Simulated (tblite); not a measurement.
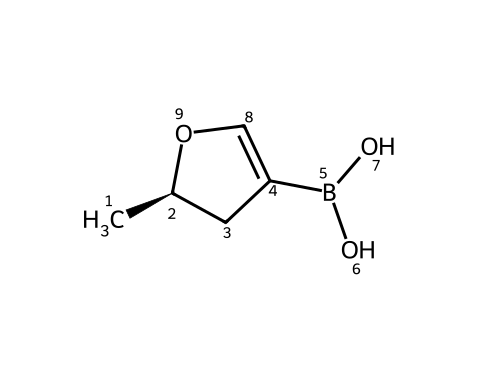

A structural formula, with wedges where it has stereocentres; small numbers name the atoms. The configuration is that of a computed structure (GFN2-xTB).

### What are the Cahn–Ingold–Prelog descriptors?

C2: R.

### Give a SMILES with the stereochemistry.

C[C@@H]1CC(B(O)O)=CO1
